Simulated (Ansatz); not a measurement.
# SiGeS (triplet): correlated methods under varied settings

What do other methods and options give for SiGeS (triplet) at this geometry, and how long do they take?

The runs use Ansatz 0.2.0, Gaussian basis; the settings change from run to run.

26 further runs of the same task are left out: 2 for a known fault of the program, 12 that didn't finish, 12 set aside as unsound or not needed.

## 1. What is computed

The geometry is a PBE0/def2-TZVP stationary point (not a proven minimum). No spin-orbit coupling is included. The filled d shell of Ge may be among the frozen orbitals whatever the setting's name suggests; the logs give the count.

3 atoms, charge 0, spin multiplicity 3.

Atoms are counted from 1 here; the program's logs count them from 0.

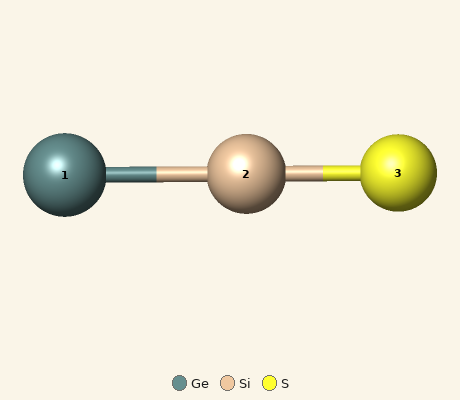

The geometry (germanium teal, silicon light orange, sulfur yellow); atoms are numbered from 1 in the order of the file.

## 2. HF/cc-pVDZ

The input, in.yaml:

```yaml
crystal:
  periodic: [false, false, false]
  atoms:
    - {symbol: Ge, position_ang: [0.000000, 0.000000, 2.186933]}
    - {symbol: Si, position_ang: [0.000000, 0.000000, -0.125967]}
    - {symbol: S, position_ang: [0.000000, 0.000000, -2.060967]}
basis:
  gaussian: {orbitals: cc-pVDZ}
magnetization: {spin_polarized: true, initial_magnetization: 2}
hamiltonian: {xc: hf}
scf: {lower_state_search: off}
output: {orbitals: {seedname: orbitals}}
```

Launch:

```
ansatz run in.yaml --threads 1 --pin off --events-out ev --progress --plain --max-ram 2393MiB
```

Output:

```text
Functional definition: HF
  name "HF"
  cite "Fock, Z. Phys. 61, 126 (1930) doi:10.1007/BF01340294"
  parent pbe
  exchange = exact_x
  correlation = 0
these checks for a lower state are left out or cut short: stability, starts, cluster_reference, orbital_swaps, neighbouring_geometries, increment
706 factors; integrals over basis functions are off by at most 7.8e-4 eV
mean field evaluation 1: about -75150.3926 eV, gradient 1.3e1 eV
mean field evaluation 2: about -75150.3995 eV, gradient 1.2e1 eV
mean field evaluation 4: about -75152.1038 eV, gradient 2.0e0 eV
mean field evaluation 8: about -75152.1816 eV, gradient 1.7e-1 eV
mean field -75152.18304874 eV, -2761.7917870620 hartree, gradient 1.4e-6 eV, S^2 2.027187; 0 other end points of the search recorded, 0 dependent functions left out
reference -75152.18304874 eV, -2761.7917870620 hartree; 32, 30 occupied and 31, 33 virtual orbitals, 706 factors
Total energy: -75152.18304874 eV, -2761.7917870620 hartree
Checks for a lower state left out: stability, starts, cluster_reference, orbital_swaps, neighbouring_geometries, increment
```

Run time: 2.1 s. Hardware: 1 thread of Arm Neoverse N1, shared host.

From the report: ⟨S²⟩ of the determinant 2.027 (pure triplet: 2.00).

## 3. NEVPT2(2,3)/cc-pVDZ

The input, in.yaml:

```yaml
crystal:
  periodic: [false, false, false]
  atoms:
    - {symbol: Ge, position_ang: [0.000000, 0.000000, 2.186933]}
    - {symbol: Si, position_ang: [0.000000, 0.000000, -0.125967]}
    - {symbol: S, position_ang: [0.000000, 0.000000, -2.060967]}
basis:
  gaussian: {orbitals: cc-pVDZ, point_charges: [{charge: -1.00, position_ang: [4.441, -0.211, -0.471]}]}
magnetization: {spin_polarized: false, initial_magnetization: 2}
correlation: {method: sc_nevpt2, electrons: outside_noble_gas, active_space: {window: {electrons: 2, orbitals: 3}}}
```

The command is unchanged.

Output, shortened:

```text
Functional definition: HF
  name "HF"
  cite "Fock, Z. Phys. 61, 126 (1930) doi:10.1007/BF01340294"
  parent pbe
[...]
706 factors; integrals over basis functions are off by at most 7.8e-4 eV
[...]
mean field -75152.25145443 eV, -2761.7943009247 hartree, gradient 5.1e-6 eV, S^2 2.000000; 4 other end points of the search recorded, 0 dependent functions left out
reference -75152.25145443 eV, -2761.7943009247 hartree; 32, 30 occupied and 31, 33 virtual orbitals, 706 factors
state -75152.25145443 eV, -2761.7943009247 hartree
state -75152.25145443 eV, -2761.7943009247 hartree; corrected -75159.47925546 eV, -2762.0599177135 hartree
WARN: 1 active orbitals are nearly empty or full. The corrections depend on them more than the energy does, and are more stable in an active space without them
Total energy: -75159.47925546 eV, -2762.0599177135 hartree
```

It took 13 s on 1 thread of Arm Neoverse N1, shared host.

From the report: 9 determinants; active occupations 1.00, 1.00, 0.00. The report marks this result as in doubt.

## 4. BCCD/cc-pVDZ

The input, in.yaml:

```yaml
crystal:
  periodic: [false, false, false]
  atoms:
    - {symbol: Ge, position_ang: [0.000000, 0.000000, 2.186933]}
    - {symbol: Si, position_ang: [0.000000, 0.000000, -0.125967]}
    - {symbol: S, position_ang: [0.000000, 0.000000, -2.060967]}
basis:
  gaussian: {orbitals: cc-pVDZ}
magnetization: {spin_polarized: true, initial_magnetization: 2}
hamiltonian: {xc: {name: PBE0}, pseudopotentials: {relativity: none}}
correlation: {method: bccd, electrons: outside_noble_gas}
```

Same command.

Output, shortened:

```text
Functional definition: PBE0
  name "PBE0"
  cite "Adamo & Barone, J. Chem. Phys. 110, 6158 (1999) doi:10.1063/1.478522"
  cite "Perdew, Burke & Ernzerhof, Phys. Rev. Lett. 77, 3865 (1996) doi:10.1103/PhysRevLett.77.3865"
  parent pbe
[...]
706 factors; integrals over basis functions are off by at most 7.8e-4 eV
[...]
mean field -75215.52753538 eV, -2764.1196540095 hartree, gradient 3.8e-6 eV, S^2 2.006435; 1 other end points of the search recorded, 0 dependent functions left out
24 core orbitals not correlated: weight in the atoms' cores, before any rotation towards them, 0.999 or more for the frozen orbitals, at most 0.000 for the correlated occupied ones
reference -75151.61694050 eV, -2761.7709829678 hartree; 8, 6 occupied and 31, 33 virtual orbitals, 706 factors
second order -7.64291391 eV of doubles, -0.26834651 eV of singles
cycle   1  -7.91437812 eV  change   -1.9e-2 eV  update   1.3e-1
[...]
cycle  12  -8.29281973 eV  change   -8.3e-6 eV  update   1.7e-5
Total energy: -75159.90976023 eV, -2762.0757384717 hartree
```

It took 12 s on 1 thread of Arm Neoverse N1, shared host.

From the report: ⟨S²⟩ of the determinant 2.006 (pure triplet: 2.00); correlation -8.2928 eV; largest double amplitude 0.06.

## 5. CCSD(T) on ROHF/6-31G

The input, in.yaml:

```yaml
crystal:
  periodic: [false, false, false]
  atoms:
    - {symbol: Ge, position_ang: [0.000000, 0.000000, 2.186933]}
    - {symbol: Si, position_ang: [0.000000, 0.000000, -0.125967]}
    - {symbol: S, position_ang: [0.000000, 0.000000, -2.060967]}
basis:
  gaussian: {orbitals: 6-31G}
magnetization: {spin_polarized: false, initial_magnetization: 2}
correlation: {method: ccsd_t, electrons: outside_noble_gas}
```

The command is unchanged.

Output, shortened:

```text
Functional definition: HF
  name "HF"
  cite "Fock, Z. Phys. 61, 126 (1930) doi:10.1007/BF01340294"
  parent pbe
[...]
530 factors; integrals over basis functions are off by at most 1.3e-4 eV
[...]
mean field -75140.76949794 eV, -2761.3723468066 hartree, gradient 2.6e-6 eV, S^2 2.000000; 10 other end points of the search recorded, 0 dependent functions left out
determinant -75140.76949794 eV, -2761.3723468066 hartree, with singles and doubles -75145.00966977 eV, -2761.5281702471 hartree
determinant -75138.35379905 eV, -2761.2835715096 hartree, with singles and doubles -75142.35306358 eV, -2761.4305417705 hartree
determinant -75138.11277144 eV, -2761.2747139082 hartree, with singles and doubles -75142.10328776 eV, -2761.4213626781 hartree
determinant -75137.85370244 eV, -2761.2651932982 hartree, with singles and doubles -75142.49543343 eV, -2761.4357737657 hartree
determinant -75137.46977004 eV, -2761.2510840428 hartree, with singles and doubles -75141.95989798 eV, -2761.4160932010 hartree
determinant -75137.29041397 eV, -2761.2444928286 hartree, with singles and doubles -75141.87798132 eV, -2761.4130828194 hartree
24 core orbitals not correlated: weight in the atoms' cores, before any rotation towards them, 0.999 or more for the frozen orbitals, at most 0.001 for the correlated occupied ones
reference -75140.76949794 eV, -2761.3723468066 hartree; 8, 6 occupied and 23, 25 virtual orbitals, 530 factors
second order -3.74701526 eV of doubles, -0.03427577 eV of singles
cycle   1  -4.24057918 eV  change   -4.1e-4 eV  update   2.5e-3
[...]
cycle   7  -4.24184642 eV  change   -2.1e-7 eV  update   1.0e-5
perturbative correction -0.21934203 eV, -0.0080606710 hartree
Total energy: -75145.23068640 eV, -2761.5362924584 hartree
```

Wall time 16 s (1 thread of Arm Neoverse N1, shared host).

From the report: correlation -4.4612 eV; T1 0.036; largest double amplitude 0.08.

## 6. MRCISD+Q(6,8)/STO-3G

Edit in.yaml of step 5 so:

```diff
@@ -7,4 +7,4 @@
 basis:
-  gaussian: {orbitals: 6-31G}
+  gaussian: {orbitals: STO-3G}
 magnetization: {spin_polarized: false, initial_magnetization: 2}
-correlation: {method: ccsd_t, electrons: outside_noble_gas}
+correlation: {method: fic_mrcisd_q, electrons: outside_noble_gas, active_space: {window: {electrons: 6, orbitals: 8}, states: [{multiplicity: 3, weights: [1, 1, 0.5, 0.5]}], root: 1}}
```

The command is unchanged.

Output, shortened:

```text
Functional definition: HF
  name "HF"
  cite "Fock, Z. Phys. 61, 126 (1930) doi:10.1007/BF01340294"
  parent pbe
[...]
522 factors; integrals over basis functions are off by at most 3.5e-8 eV
[...]
mean field -74298.35892454 eV, -2730.4143292404 hartree, gradient 4.7e-6 eV, S^2 2.000000; 2 other end points of the search recorded, 0 dependent functions left out
reference -74298.35892454 eV, -2730.4143292404 hartree; 32, 30 occupied and 4, 6 virtual orbitals, 522 factors
state -74299.86603583 eV, -2730.4697145587 hartree
state -74297.81746392 eV, -2730.3944309296 hartree
state -74297.60482203 eV, -2730.3866164842 hartree
state -74297.56006524 eV, -2730.3849717025 hartree
contracted CI cycle   1: correlation 0.00000000 eV, 0.0000000000 hartree, residual 6.86e0 eV
contracted CI cycle   2: correlation -1.59323185 eV, -0.0585501907 hartree, residual 1.96e0 eV
[...]
contracted CI cycle   3: correlation -1.41515185 eV, -0.0520058714 hartree, residual 5.83e-1 eV
contracted CI cycle   4: correlation -1.42741431 eV, -0.0524565085 hartree, residual 2.04e-1 eV
contracted CI cycle   5: correlation -1.42923725 eV, -0.0525235001 hartree, residual 8.72e-2 eV
contracted CI cycle   6: correlation -1.42959130 eV, -0.0525365114 hartree, residual 4.26e-2 eV
contracted CI cycle   7: correlation -1.42966201 eV, -0.0525391100 hartree, residual 1.50e-2 eV
contracted CI cycle   8: correlation -1.42967507 eV, -0.0525395899 hartree, residual 1.02e-2 eV
contracted CI cycle   9: correlation -1.42968313 eV, -0.0525398858 hartree, residual 8.12e-3 eV
contracted CI cycle  10: correlation -1.42968587 eV, -0.0525399865 hartree, residual 3.08e-3 eV
contracted CI cycle  11: correlation -1.42968624 eV, -0.0525400003 hartree, residual 1.31e-3 eV
state -74297.56006524 eV, -2730.3849717025 hartree; corrected -74299.08721572 eV, -2730.4410934476 hartree
Total energy: -74298.87360933 eV, -2730.4332435574 hartree
```

Wall time 23 s (1 thread of Arm Neoverse N1, shared host).

From the report: 780 determinants; active occupations (of the averaged states) 1.93, 1.46, 1.24, 0.85, 0.26, 0.19, 0.06, 0.00.

## 7. CASSCF(4,4)/cc-pVDZ

The input, in.yaml:

```yaml
crystal:
  periodic: [false, false, false]
  atoms:
    - {symbol: Ge, position_ang: [0.000000, 0.000000, 2.186933]}
    - {symbol: Si, position_ang: [0.000000, 0.000000, -0.125967]}
    - {symbol: S, position_ang: [0.000000, 0.000000, -2.060967]}
basis:
  gaussian: {orbitals: cc-pVDZ}
magnetization: {spin_polarized: false, initial_magnetization: 2}
correlation: {active_space: {window: {electrons: 4, orbitals: 4}}}
```

The command is unchanged.

Output:

```text
Functional definition: HF
  name "HF"
  cite "Fock, Z. Phys. 61, 126 (1930) doi:10.1007/BF01340294"
  parent pbe
  exchange = exact_x
  correlation = 0
706 factors; integrals over basis functions are off by at most 7.8e-4 eV
mean field evaluation 1: about -75150.3596 eV, gradient 1.7e1 eV
mean field evaluation 2: about -75150.3658 eV, gradient 1.7e1 eV
mean field evaluation 4: about -75152.0196 eV, gradient 2.4e0 eV
mean field evaluation 8: about -75152.0697 eV, gradient 1.4e-1 eV
mean field evaluation 16: about -75149.0407 eV, gradient 3.1e-1 eV
mean field evaluation 32: about -75149.0455 eV, gradient 3.2e-6 eV
mean field -75152.06988375 eV, -2761.7876283253 hartree, gradient 4.1e-6 eV, S^2 2.000000; 4 other end points of the search recorded, 0 dependent functions left out
reference -75152.06988375 eV, -2761.7876283253 hartree; 32, 30 occupied and 31, 33 virtual orbitals, 706 factors
state -75152.37890660 eV, -2761.7989847055 hartree
Total energy: -75152.37890660 eV, -2761.7989847055 hartree
```

Wall time 26 s (1 thread of Arm Neoverse N1, shared host).

From the report: 36 determinants; active occupations 1.97, 1.00, 1.00, 0.03.

## 8. CCSD on UHF/def2-mTZVP

The input, in.yaml:

```yaml
crystal:
  periodic: [false, false, false]
  atoms:
    - {symbol: Ge, position_ang: [0.000000, 0.000000, 2.186933]}
    - {symbol: Si, position_ang: [0.000000, 0.000000, -0.125967]}
    - {symbol: S, position_ang: [0.000000, 0.000000, -2.060967]}
basis:
  gaussian: {orbitals: def2-mTZVP, fitting: {mean_field: def2-universal-jkfit}}
magnetization: {spin_polarized: true, initial_magnetization: 2}
correlation: {method: ccsd, electrons: outside_noble_gas, diis_vectors: 2}
```

Same command.

Output, shortened:

```text
Functional definition: HF
  name "HF"
  cite "Fock, Z. Phys. 61, 126 (1930) doi:10.1007/BF01340294"
  parent pbe
[...]
522 factors; integrals over basis functions are off by at most 6.8e-2 eV
[...]
mean field -75152.82885092 eV, -2761.8155198543 hartree, gradient 3.2e-6 eV, S^2 2.026591; 1 other end points of the search recorded, 0 dependent functions left out
determinant -75152.82885092 eV, -2761.8155198543 hartree, with singles and doubles -75160.78221323 eV, -2762.1078005283 hartree
determinant -75150.08056699 eV, -2761.7145222828 hartree, with singles and doubles -75157.80680431 eV, -2761.9984562673 hartree
24 core orbitals not correlated: weight in the atoms' cores, before any rotation towards them, 1.000 or more for the frozen orbitals, at most 0.000 for the correlated occupied ones
reference -75152.82885092 eV, -2761.8155198543 hartree; 8, 6 occupied and 48, 50 virtual orbitals, 522 factors
second order -7.14404528 eV of doubles, -0.00000000 eV of singles
cycle   1  -7.93522477 eV  change   -1.8e-1 eV  update   1.6e-2
[...]
cycle  12  -7.94852480 eV  change    3.1e-6 eV  update   1.0e-5
Total energy: -75160.77737572 eV, -2762.1076227530 hartree
```

Run time: 13 s. Hardware: 1 thread of Arm Neoverse N1, shared host.

From the report: ⟨S²⟩ of the determinant 2.027 (pure triplet: 2.00); correlation -7.9485 eV; T1 0.027; largest double amplitude 0.07.

## 9. CCSDT(Q)/B on UHF/STO-3G

The input, in.yaml:

```yaml
crystal:
  periodic: [false, false, false]
  atoms:
    - {symbol: Ge, position_ang: [0.000000, 0.000000, 2.186933]}
    - {symbol: Si, position_ang: [0.000000, 0.000000, -0.125967]}
    - {symbol: S, position_ang: [0.000000, 0.000000, -2.060967]}
basis:
  gaussian: {orbitals: STO-3G}
magnetization: {spin_polarized: true, initial_magnetization: 2}
correlation: {method: ccsdt_q_b, electrons: outside_noble_gas}
accuracy: high
scf: {lower_state_search: off}
output: {forces: true}
```

Launched as before.

Output, shortened:

```text
Functional definition: HF
  name "HF"
  cite "Fock, Z. Phys. 61, 126 (1930) doi:10.1007/BF01340294"
  parent pbe
[...]
546 factors; integrals over basis functions are off by at most 1.1e-8 eV
[...]
mean field -74298.45627391 eV, -2730.4179067639 hartree, gradient 2.1e-8 eV, S^2 2.107535; 0 other end points of the search recorded, 0 dependent functions left out
24 core orbitals not correlated, not the lowest: weight in the atoms' cores, before any rotation towards them, 0.924 or more for the frozen orbitals, at most 0.062 for the correlated occupied ones
reference -74298.45627391 eV, -2730.4179067639 hartree; 8, 6 occupied and 4, 6 virtual orbitals, 546 factors
second order -2.88392712 eV of doubles, -0.00000000 eV of singles
cycle   1  -2.87980104 eV  change    4.1e-3 eV  update   1.6e-1
[...]
cycle  34  -3.59645419 eV  change  -2.8e-10 eV  update   1.0e-9
perturbative correction 0.00353902 eV, 0.0001300567 hartree
[...]
Total energy: -74302.04918908 eV, -2730.5499439608 hartree
Atom 0 at     0.000000     0.000000     2.186933 Å, force     0.000000    -0.000000    -1.237538 eV/Å
Atom 1 at     0.000000     0.000000    -0.125967 Å, force    -0.000000     0.000000     1.115458 eV/Å
Atom 2 at     0.000000     0.000000    -2.060967 Å, force    -0.000000    -0.000000     0.122080 eV/Å
Dipole moment:     0.000000    -0.000000    -0.246496 e Å
Checks for a lower state left out: starts, cluster_reference, orbital_swaps, neighbouring_geometries, increment
```

It took 25 s on 1 thread of Arm Neoverse N1, shared host; peak memory 0.38 GiB.

From the report: ⟨S²⟩ of the determinant 2.108 (pure triplet: 2.00); correlation -3.5929 eV; T1 0.039; largest double amplitude 0.12.

## 10. HF/def2-SVP

The input, in.yaml:

```yaml
crystal:
  periodic: [false, false, false]
  atoms:
    - {symbol: Ge, position_ang: [0.000000, 0.000000, 2.186933]}
    - {symbol: Si, position_ang: [0.000000, 0.000000, -0.125967]}
    - {symbol: S, position_ang: [0.000000, 0.000000, -2.060967]}
basis:
  gaussian: {orbitals: def2-SVP}
magnetization: {spin_polarized: false, initial_magnetization: 2}
hamiltonian: {xc: hf}
output: {orbitals: {seedname: orbitals}}
```

Same command.

Output:

```text
Functional definition: HF
  name "HF"
  cite "Fock, Z. Phys. 61, 126 (1930) doi:10.1007/BF01340294"
  parent pbe
  exchange = exact_x
  correlation = 0
637 factors; integrals over basis functions are off by at most 9.2e-4 eV
mean field evaluation 1: about -75138.0399 eV, gradient 1.6e1 eV
mean field evaluation 2: about -75138.0525 eV, gradient 1.6e1 eV
mean field evaluation 4: about -75139.5991 eV, gradient 2.3e0 eV
mean field evaluation 8: about -75139.6426 eV, gradient 1.9e-1 eV
mean field evaluation 16: about -75133.3177 eV, gradient 2.2e1 eV
mean field evaluation 32: about -75133.8508 eV, gradient 5.2e0 eV
mean field -75139.64294947 eV, -2761.3309469137 hartree, gradient 2.0e-5 eV, S^2 2.000000; 1 other end points of the search recorded, 0 dependent functions left out
reference -75139.64294947 eV, -2761.3309469137 hartree; 32, 30 occupied and 36, 38 virtual orbitals, 637 factors
Total energy: -75139.64294947 eV, -2761.3309469137 hartree
```

Wall time 3 s (1 thread of Arm Neoverse N1, shared host).

## 11. All runs side by side

Where basis and cores are those of an earlier UCCSDT(Q)/cc-pVDZ run (-75160.6490 eV), and the state is the same kind, the miss against it is given. † marks a result that the program doubts.

| level | correlated | functions | energy (eV) | from UCCSDT(Q) (meV) | time |
| --- | --- | --- | --- | --- | --- |
| HF/cc-pVDZ |  | 63 | -75152.1830 | 8465.9 | 2.1 s |
| NEVPT2(2,3)/cc-pVDZ (beside a point charge) † | outside noble gas | 63 | -75159.4793 |  | 13 s |
| BCCD/cc-pVDZ (on PBE0 orbitals) | outside noble gas | 63 | -75159.9098 |  | 12 s |
| CCSD(T) on ROHF/6-31G | outside noble gas | 55 | -75145.2307 |  | 16 s |
| MRCISD+Q(6,8)/STO-3G (excited root 1 of an average) | outside noble gas | 36 | -74298.8736 |  | 23 s |
| CASSCF(4,4)/cc-pVDZ |  | 63 | -75152.3789 | 8270.1 | 26 s |
| CCSD on UHF/def2-mTZVP | outside noble gas | 80 | -75160.7774 |  | 13 s |
| CCSDT(Q)/B on UHF/STO-3G | outside noble gas | 36 | -74302.0492 |  | 25 s |
| HF/def2-SVP |  | 68 | -75139.6429 |  | 3 s |

## 12. Results

```
quantity                      value
    runs                          9
quickest          HF/cc-pVDZ, 2.1 s
 slowest  CASSCF(4,4)/cc-pVDZ, 26 s
```

In words: Total energies in different bases, with other cores or another treatment of relativity can't be set against each other. CASSCF(4,4)/cc-pVDZ took 13 times as long as HF/cc-pVDZ; the jobs differ in more than the method. Hartree-Fock, CASSCF and CASCI lack dynamic correlation by design.
